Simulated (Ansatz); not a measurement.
# Calculations on C$_{2}$H$_{6}$N$_{2}$O

**1. Relaxation**

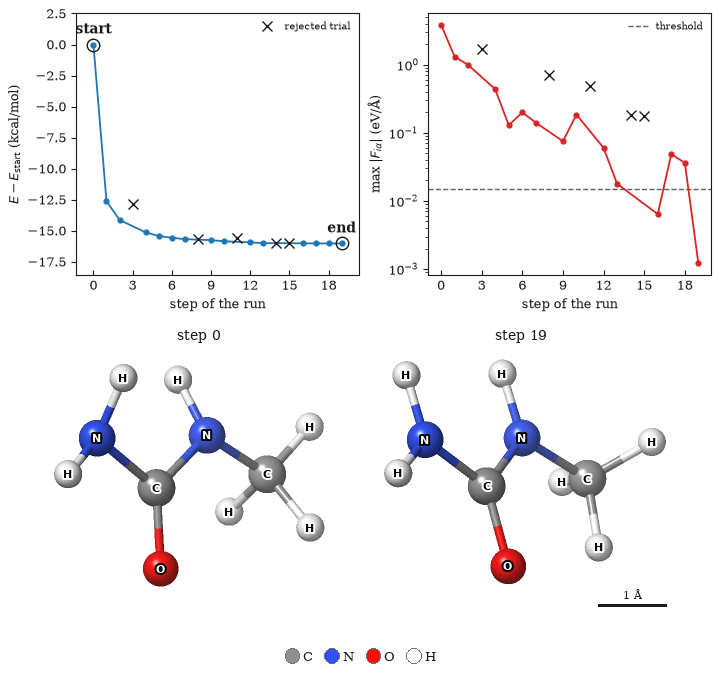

First and last geometry of a relaxation of C₂H₆N₂O, with the history of the run. A ball-and-stick model, seen from a free direction.

The run prepares an end point of a later path (torsion) calculation, from a guessed geometry.

Method: RKS PBE/6-31G in Ansatz 0.2.0. (no spin polarisation; force threshold 0.015 eV/Å; at most 40 steps)

**Did the run converge, and what did it change?**

It converged. The atom that moves furthest after the best rigid fit is an H atom (0.66 Å). By element the largest moves are H 0.66 Å, O 0.46 Å, C 0.20 Å, N 0.15 Å. Near-neighbour distances that change, for instance: C–N 1.382 → 1.458 Å, H–N 0.942 → 1.013 Å, C–H 1.053 → 1.105 Å, C–O 1.214 → 1.263 Å. Bond angles that change, for instance: C–N–H 111.8° → 124.3°, N–C–H 113.1° → 106.6°, N–C–O 128.3° → 123.0°. After 14 accepted moves (19 points after the start) the energy has fallen by 16.0 kcal/mol. Largest force component: 3.9 eV/Å at the start, 0.0012 eV/Å at the end. The line search rejected the trial steps at points 3, 8, 11, 14, 15 of the run. The forces were under the threshold at step 16, but the run went on from there.

**2. Relaxation**

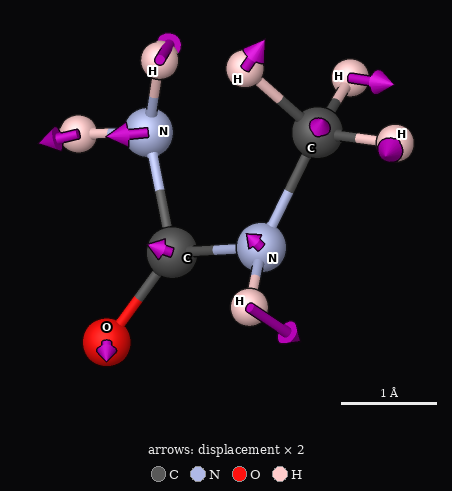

This is a relaxation of C₂H₆N₂O. The starting structure is drawn; purple arrows show the displacements, magnified 2 times. The two geometries are superimposed by the best rigid fit.

The picture is a ball-and-stick view, seen from a free direction.

The run prepares an end point of a later path (torsion) calculation, from a guessed geometry.

Theory: RKS PBE/6-31G in Ansatz.

Input file:
```yaml
crystal:
  periodic: [false, false, false]
  atoms:
    - { symbol: C, position_ang: [-1.3401, 0.3848, 0.8118] }
    - { symbol: "N", position_ang: [-0.2743, -0.3531, 0.3314] }
    - { symbol: C, position_ang: [0.6004, 0.214, -0.5348] }
    - { symbol: "N", position_ang: [0.29004, 1.57094, -0.83235] }
    - { symbol: O, position_ang: [1.51792, -0.31295, -1.13079] }
    - { symbol: H, position_ang: [-1.0398, 1.4107, 1.1763] }
    - { symbol: H, position_ang: [-2.0531, 0.5958, -0.0273] }
    - { symbol: H, position_ang: [-1.8514, -0.1074, 1.5899] }
    - { symbol: H, position_ang: [-0.4355, -1.3133, 0.1997] }
    - { symbol: H, position_ang: [0.82381, 1.92441, -1.5239] }
    - { symbol: H, position_ang: [-0.70574, 1.74058, -0.8122] }
basis:
  gaussian: { orbitals: "6-31G" }
hamiltonian:
  xc: pbe
relax:
  f_tol: 0.015
  max_steps: 40
```

Launched with:
```bash
ansatz run input.yaml --threads 1 --pin off --max-ram 2048MiB --backend cpu --events-out ev --progress --plain --runs-dir out
```

### Atoms of which element are displaced furthest, and by how much?

Hydrogen: up to 0.44 Å, against 0.23 Å for nitrogen.

### What did the optimiser do to the structure, and how much energy did it gain?

The largest move after the best rigid fit is that of H9, 0.44 Å. By element the largest moves are H 0.44 Å, N 0.23 Å, C 0.15 Å, O 0.13 Å. Among the contacts that change: C1–N2 1.382 → 1.458 Å, N4–H10 0.942 → 1.013 Å, C3–O5 1.214 → 1.263 Å, C1–H8 1.053 → 1.100 Å. Bond angles that change, for instance: C3–N4–H11 111.8° → 124.4°, C1–N2–C3 119.8° → 126.2°, N2–C3–O5 128.3° → 122.0°. The energy falls by 0.896 eV in 7 geometry steps. Largest force component: 3.4 eV/Å at the start, 0.011 eV/Å at the end. The run took about 18 core-seconds on a shared host.

**3. Path**

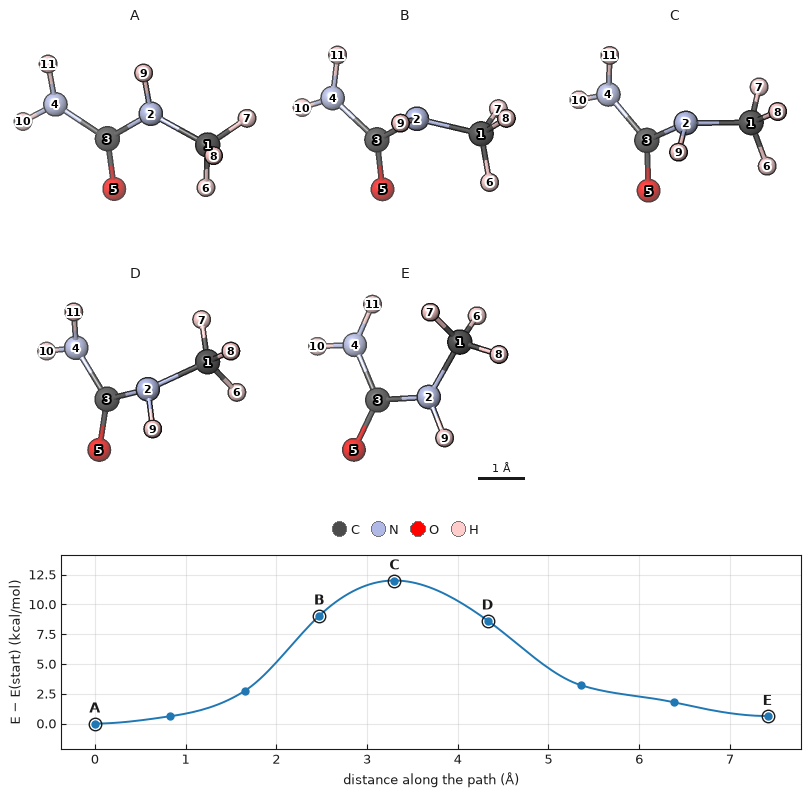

A nudged-elastic-band calculation for C₂H₆N₂O. Images are numbered from 0 (start) to 8 (end). Frames A to E are images 0, 3, 4, 5, 8. The picture is a ball-and-stick view, seen at a tilt.

All numbers below come from RKS PBE/6-31G (Ansatz).

Input file:
```yaml
crystal:
  periodic: [false, false, false]
  atoms:
    - { symbol: C, position_ang: [-1.461284, 0.421122, 0.739782] }
    - { symbol: "N", position_ang: [-0.355942, -0.366125, 0.206246] }
    - { symbol: C, position_ang: [0.73657, 0.251636, -0.388199] }
    - { symbol: "N", position_ang: [1.718175, -0.610772, -0.854343] }
    - { symbol: O, position_ang: [0.840444, 1.505373, -0.502084] }
    - { symbol: H, position_ang: [-1.206125, 1.477941, 0.566591] }
    - { symbol: H, position_ang: [-2.412599, 0.194, 0.225354] }
    - { symbol: H, position_ang: [-1.594297, 0.257687, 1.824491] }
    - { symbol: H, position_ang: [-0.401265, -1.379075, 0.272155] }
    - { symbol: H, position_ang: [2.526813, -0.188022, -1.293196] }
    - { symbol: H, position_ang: [1.67491, -1.620866, -0.776196] }
basis:
  gaussian: { orbitals: "6-31G" }
hamiltonian:
  xc: pbe
neb:
  order_check: false
  images: 7
  f_tol: 0.03
  max_iterations: 60
  initial_path: idpp
  final_atoms:
    - { symbol: C, position_ang: [-1.36016441, 0.08486621, 0.3352601] }
    - { symbol: "N", position_ang: [-0.01086335, 0.1425389, 0.88372667] }
    - { symbol: C, position_ang: [1.17175115, -0.00245366, 0.17091108] }
    - { symbol: "N", position_ang: [1.0264824, -0.23377817, -1.18789285] }
    - { symbol: O, position_ang: [2.30235858, 0.07174476, 0.72858447] }
    - { symbol: H, position_ang: [-1.53359344, 0.87122245, -0.42601163] }
    - { symbol: H, position_ang: [-1.58577631, -0.90024464, -0.11990896] }
    - { symbol: H, position_ang: [-2.0841778, 0.24613935, 1.14752385] }
    - { symbol: H, position_ang: [0.12482446, 0.31072366, 1.87540263] }
    - { symbol: H, position_ang: [1.87962063, -0.34220267, -1.72266072] }
    - { symbol: H, position_ang: [0.13493809, -0.30565721, -1.66433364] }
```

Launched with:
```bash
ansatz run input.yaml --threads 1 --pin off --max-ram 2048MiB --backend cpu --events-out ev --progress --plain --runs-dir out
```

### Read off the barrier and say what moves.

The motion is a rotation about the N2–C3 bond by about 180°, with a turn of about 60° about C1–N2. No bond forms or breaks between the ends. Among the angles between lasting bonds that change up to the highest image: C3–N2–H9 120.4° → 108.7°, C1–N2–H9 118.7° → 110.1°. Forward barrier 12.0 kcal/mol, backward barrier 11.4 kcal/mol, with image 4 at the top; the reaction energy is +0.6 kcal/mol. The band converged in 47 iterations. The largest component of the band force went from 1.7 to 0.023 eV/Å. The climbing image converged on the top of the path. Its vibrational analysis gives one imaginary mode (147i cm⁻¹), as a transition state must have.

The run took roughly 9 core-minutes on a shared host.
